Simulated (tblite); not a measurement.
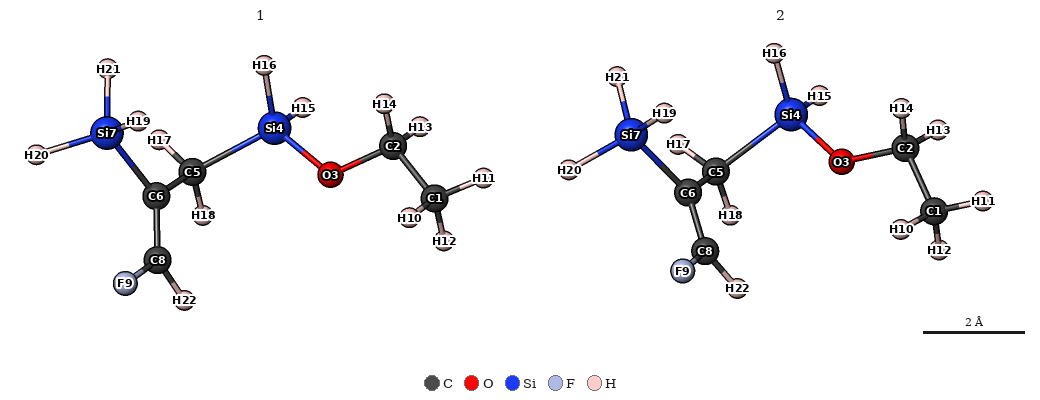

Two geometries of C$_{5}$H$_{13}$FOSi$_{2}$, drawn at one scale. One is the start of a relaxation, the other its converged end. Style: ball-and-stick. Shown at a tilt.

The calculation used tblite 0.8.0, GFN2-xTB geometry optimisation, gas phase. 

Q: Which geometry has the lower energy?

A: Structure 2 is the relaxed one. The atom that moves furthest after the best rigid fit is F9 (0.83 Å). By element the largest moves are F 0.83 Å, H 0.72 Å, C 0.59 Å, O 0.32 Å, Si 0.31 Å. Among the contacts that change: O3–Si4 1.649 → 1.613 Å, Si4–H16 1.499 → 1.467 Å, C5–C6 1.522 → 1.491 Å, C2–O3 1.427 → 1.401 Å. Among the angles between lasting bonds that change: O3–Si4–C5 113.3° → 101.9°, C2–O3–Si4 119.5° → 130.2°, Si4–C5–C6 116.6° → 111.1°. Over 107 geometry steps the energy falls by 5.35 kcal/mol. Cost: 1.3 s on 1 thread of Intel(R) Xeon(R) CPU @ 2.60GHz, with other jobs on the host.
